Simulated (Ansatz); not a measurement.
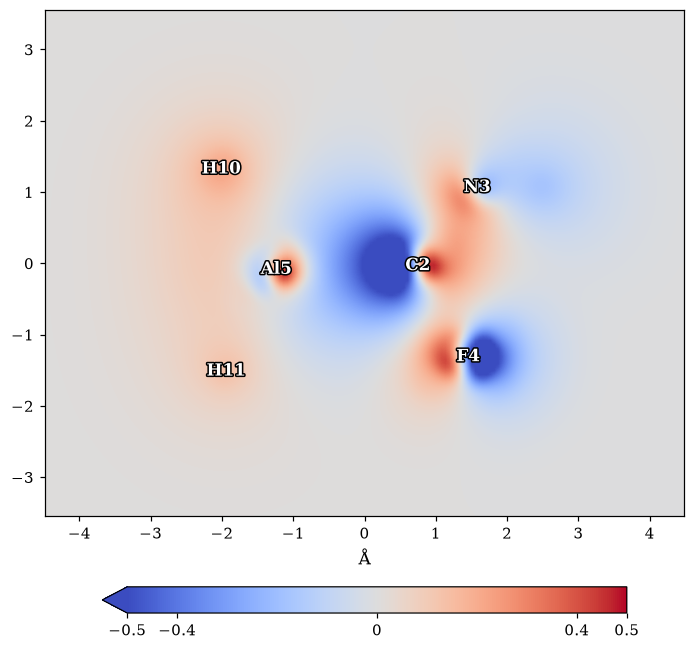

*CH$_{6}$AlFN$_{2}$. The HOMO on the plane of atoms C2, Al5 and H10 (values in Å⁻³ᐟ²; the overall sign is arbitrary).*

These are results of RKS B3LYP-D4/6-31G in Ansatz, not measurements.

```xyz
11

N    -0.7074    0.8251   -0.2684
C    -0.1204   -0.5145    0.2464
N     0.3302   -0.4202    1.5549
F    -1.2579   -1.4360    0.1047
Al    0.8177    0.0330   -1.4259
H    -0.5537    1.6088    0.3615
H    -1.6726    0.7522   -0.5835
H    -0.3526   -0.3330    2.3013
H     1.1707   -0.9190    1.7986
H     2.1752    0.8656   -1.2624
H     0.2361   -0.5189   -2.8066
```

Q: Where does this orbital lie, and at what energy?

A: By Hirshfeld shares it lies mainly on C2 (about 40 %), Al5 (about 20 %), F4 (about 15 %) and N1 (about 10 %). Its energy is −6.75 eV.
